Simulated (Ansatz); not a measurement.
# H₂Cl (doublet): correlated methods under varied settings at distance Cl1–H2 along a hydrogen transfer = 1.445 Å

What do other methods and options give for H₂Cl (doublet) at this geometry, and how long do they take?

Program: Ansatz 0.2.0, Gaussian basis. Level of theory: the settings change from run to run. These are calculated values, not measurements.

5 further runs of the same task are left out: 1 for a mislabelled method, 3 that didn't finish, 1 set aside as unsound or not needed.

## (1) The system

The geometry derives from fragments relaxed apart (PBE0/def2-TZVP) and kept rigid, so it is no stationary point. A hydrogen atom is moved between rigid fragments.

3 atoms, charge 0, spin multiplicity 2.

Atoms are counted from 1 here; the program's logs count them from 0.

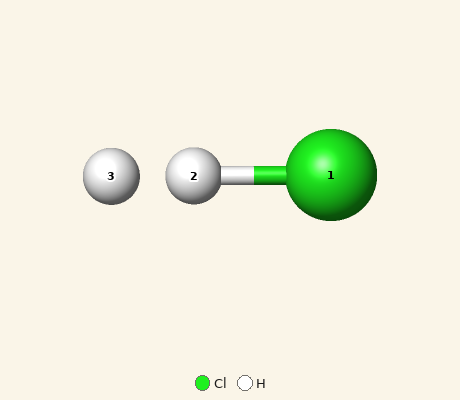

The structure; chlorine green, hydrogen white; atoms are numbered from 1 in the order of the file.

## (2) CASSCF(1,6)/6-31G

Input file in.yaml:

```yaml
crystal:
  periodic: [false, false, false]
  atoms:
    - {symbol: Cl, position_ang: [0.000000, 0.000000, -1.253000]}
    - {symbol: H, position_ang: [0.000000, 0.000000, 0.192000]}
    - {symbol: H, position_ang: [0.000000, 0.000000, 1.061000]}
basis:
  gaussian: {orbitals: 6-31G}
magnetization: {spin_polarized: false, initial_magnetization: 1}
correlation: {active_space: {window: {electrons: 1, orbitals: 6}}}
```

Started as:

```
> ansatz run in.yaml --threads 1 --pin off --events-out ev --progress --plain --max-ram 2393MiB
```

Output:

```text
Functional definition: HF
  name "HF"
  cite "Fock, Z. Phys. 61, 126 (1930) doi:10.1007/BF01340294"
  parent pbe
  exchange = exact_x
  correlation = 0
204 factors; integrals over basis functions are off by at most 7.8e-4 eV
mean field evaluation 1: about -12530.7169 eV, gradient 9.6e0 eV
mean field evaluation 2: about -12530.7185 eV, gradient 9.6e0 eV
mean field evaluation 4: about -12531.2237 eV, gradient 6.8e-1 eV
mean field evaluation 8: about -12531.2297 eV, gradient 3.7e-2 eV
mean field -12531.22978437 eV, -460.5142006030 hartree, gradient 8.8e-7 eV, S^2 0.750000; 0 other end points of the search recorded, 0 dependent functions left out
reference -12531.22978437 eV, -460.5142006030 hartree; 10, 9 occupied and 7, 8 virtual orbitals, 204 factors
state -12531.22978437 eV, -460.5142006030 hartree
Total energy: -12531.22978437 eV, -460.5142006030 hartree
```

Wall time 0.15 s (1 thread of Arm Neoverse V1, shared host).

From the report: 6 determinants; active occupations 1.00, 0.00, 0.00, 0.00, 0.00, 0.00. With so small a space the active step adds no correlation: the energy is the mean field's.

## (3) CCSD(T) on UHF/6-31G*

Input file in.yaml:

```yaml
crystal:
  periodic: [false, false, false]
  atoms:
    - {symbol: Cl, position_ang: [0.000000, 0.000000, -1.253000]}
    - {symbol: H, position_ang: [0.000000, 0.000000, 0.192000]}
    - {symbol: H, position_ang: [0.000000, 0.000000, 1.061000]}
basis:
  gaussian: {orbitals: "6-31G*"}
magnetization: {spin_polarized: true, initial_magnetization: 1}
correlation: {method: ccsd_t, electrons: valence}
scf: {omitted_lower_state_checks: [cluster_reference]}
```

Launched as before.

Output (excerpt; [...] marks lines left out):

```text
Functional definition: HF
  name "HF"
  cite "Fock, Z. Phys. 61, 126 (1930) doi:10.1007/BF01340294"
  parent pbe
[...]
228 factors; integrals over basis functions are off by at most 9.3e-4 eV
[...]
mean field -12531.79683946 eV, -460.5350394933 hartree, gradient 1.4e-6 eV, S^2 0.785805; 0 other end points of the search recorded, 0 dependent functions left out
5 core orbitals not correlated: weight in the atoms' cores, before any rotation towards them, 1.000 or more for the frozen orbitals, at most 0.000 for the correlated occupied ones
reference -12531.79683946 eV, -460.5350394933 hartree; 5, 4 occupied and 13, 14 virtual orbitals, 228 factors
second order -3.63807623 eV of doubles, -0.00000000 eV of singles
cycle   1  -4.05622089 eV  change   -4.2e-1 eV  update   4.5e-2
[...]
cycle   8  -4.22818002 eV  change   -4.4e-6 eV  update   1.1e-5
perturbative correction -0.07004410 eV, -0.0025740731 hartree
Total energy: -12536.09506358 eV, -460.6929963161 hartree
Checks for a lower state left out: cluster_reference
```

Run time: 0.33 s. Hardware: 1 thread of Arm Neoverse V1, shared host.

From the report: ⟨S²⟩ of the determinant 0.786 (pure doublet: 0.75); correlation -4.2982 eV; T1 0.012; largest double amplitude 0.08.

## (4) HF/6-31G

Input file in.yaml:

```yaml
crystal:
  periodic: [false, false, false]
  atoms:
    - {symbol: Cl, position_ang: [0.000000, 0.000000, -1.253000]}
    - {symbol: H, position_ang: [0.000000, 0.000000, 0.192000]}
    - {symbol: H, position_ang: [0.000000, 0.000000, 1.061000]}
basis:
  gaussian: {orbitals: 6-31G}
magnetization: {spin_polarized: false, initial_magnetization: 1}
hamiltonian: {xc: hf}
accuracy: high
scf: {lower_state_search: off}
output: {orbitals: {seedname: orbitals}}
```

Launched as before.

Output:

```text
Functional definition: HF
  name "HF"
  cite "Fock, Z. Phys. 61, 126 (1930) doi:10.1007/BF01340294"
  parent pbe
  exchange = exact_x
  correlation = 0
these checks for a lower state are left out or cut short: stability, starts, cluster_reference, orbital_swaps, neighbouring_geometries, increment
324 factors; integrals over basis functions are off by at most 3.7e-9 eV
mean field evaluation 1: about -12530.7046 eV, gradient 9.6e0 eV
mean field evaluation 2: about -12530.7167 eV, gradient 9.6e0 eV
mean field evaluation 4: about -12531.2238 eV, gradient 6.9e-1 eV
mean field evaluation 8: about -12531.2299 eV, gradient 6.4e-3 eV
mean field -12531.22988164 eV, -460.5142041776 hartree, gradient 3.1e-8 eV, S^2 0.750000; 0 other end points of the search recorded, 0 dependent functions left out
reference -12531.22988164 eV, -460.5142041776 hartree; 10, 9 occupied and 7, 8 virtual orbitals, 324 factors
Total energy: -12531.22988164 eV, -460.5142041776 hartree
Checks for a lower state left out: stability, starts, cluster_reference, orbital_swaps, neighbouring_geometries, increment
```

It took 0.12 s on 1 thread of Arm Neoverse V1, shared host.

## (5) NEVPT2(9,7)/cc-pVDZ

Input file in.yaml:

```yaml
crystal:
  periodic: [false, false, false]
  atoms:
    - {symbol: Cl, position_ang: [0.000000, 0.000000, -1.253000]}
    - {symbol: H, position_ang: [0.000000, 0.000000, 0.192000]}
    - {symbol: H, position_ang: [0.000000, 0.000000, 1.061000]}
basis:
  gaussian: {orbitals: cc-pVDZ}
magnetization: {spin_polarized: false, initial_magnetization: 1}
correlation: {method: sc_nevpt2, electrons: outside_noble_gas, active_space: {window: {electrons: 9, orbitals: 7}, states: [{multiplicity: 2, weights: [1, 0.5, 1]}, {multiplicity: 4, weights: [1]}], root: 0}}
scf: {lower_state_search: off}
output: {forces: true}
```

Same command.

Output (excerpt; [...] marks lines left out):

```text
Functional definition: HF
  name "HF"
  cite "Fock, Z. Phys. 61, 126 (1930) doi:10.1007/BF01340294"
  parent pbe
[...]
475 factors; integrals over basis functions are off by at most 1.8e-7 eV
[...]
mean field -12532.31613139 eV, -460.5541231195 hartree, gradient 2.9e-6 eV, S^2 0.750000; 0 other end points of the search recorded, 0 dependent functions left out
reference -12532.31613139 eV, -460.5541231195 hartree; 10, 9 occupied and 18, 19 virtual orbitals, 475 factors
state -12533.05070312 eV, -460.5811181328 hartree
state -12531.05280010 eV, -460.5076965512 hartree
state -12531.04752456 eV, -460.5075026786 hartree
state -12533.05070312 eV, -460.5811181328 hartree; corrected -12536.53097301 eV, -460.7090156921 hartree
state -12531.05280010 eV, -460.5076965512 hartree; corrected -12534.45570441 eV, -460.6327509778 hartree
state -12531.04752456 eV, -460.5075026786 hartree; corrected -12534.45694164 eV, -460.6327964452 hartree
state -12522.50638264 eV, -460.1936215025 hartree
state -12522.50638264 eV, -460.1936215025 hartree; corrected -12525.89942639 eV, -460.3183135602 hartree
[...]
Total energy: -12536.53097301 eV, -460.7090156921 hartree
Atom 0 at     0.000000     0.000000    -1.253000 Å, force    -0.000000     0.000000    -1.064283 eV/Å
Atom 1 at     0.000000     0.000000     0.192000 Å, force     0.000000    -0.000000     0.030383 eV/Å
Atom 2 at     0.000000     0.000000     1.061000 Å, force    -0.000000    -0.000000     1.033900 eV/Å
Dipole moment:     0.000000     0.000000     0.267369 e Å
Checks for a lower state left out: stability, starts, cluster_reference, orbital_swaps, neighbouring_geometries, increment
```

Run time: 1.9 s. Hardware: 1 thread of Arm Neoverse V1, shared host.

From the report: 365 determinants; active occupations (of the averaged states) 2.00, 1.96, 1.71, 1.57, 1.44, 0.30, 0.01.

## (6) The runs in one table

Where basis and cores are those of an earlier FCI/6-31G run (-12533.2151 eV), and the state is the same kind, the miss against it is given.

```tsv
level	correlated	functions	energy (eV)	from FCI (meV)	time
CASSCF(1,6)/6-31G		17	-12531.2298	1985.4	0.15 s
CCSD(T) on UHF/6-31G*	valence	23	-12536.0951		0.33 s
HF/6-31G		17	-12531.2299	1985.3	0.12 s
NEVPT2(9,7)/cc-pVDZ (lowest root of an average)	outside noble gas	28	-12536.5310		1.9 s
```

## (7) Outcome

| quantity | value |
| --- | --- |
| runs | 4 |
| quickest | HF/6-31G, 0.12 s |
| slowest | NEVPT2(9,7)/cc-pVDZ (lowest root of an average), 1.9 s |

What this shows: Total energies in different bases, with other cores or another treatment of relativity can't be set against each other. NEVPT2(9,7)/cc-pVDZ (lowest root of an average) took 16 times as long as HF/6-31G; the jobs differ in more than the method. Hartree-Fock, CASSCF and CASCI lack dynamic correlation by design.
